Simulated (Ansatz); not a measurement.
The starting structures come from a database of crystals and need not be the phases stable at ambient conditions.

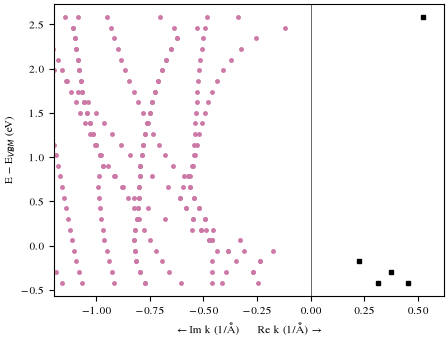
Fig. 1. Complex bands at the centre of the two-dimensional zone; r2SCAN run with Ansatz (a quantum-chemistry and plane-wave program)

The gap is the functional's own, uncorrected, and κ follows it; spin-orbit coupling is left out. Mid-gap values are interpolated between the computed energies.

### Question
This is CdPdF6 (R-3, not sure to be the ambient phase, 8 atoms a cell, 13.4 Å³ an atom) along the normal of (101). Read off the slowest decay at the centre of the two-dimensional zone at 1.14 eV, the computed energy nearest the middle of the gap.

### Answer
κ ≈ 0.53 1/Å, a decay length 1/(2κ) of the density of 0.94 Å.
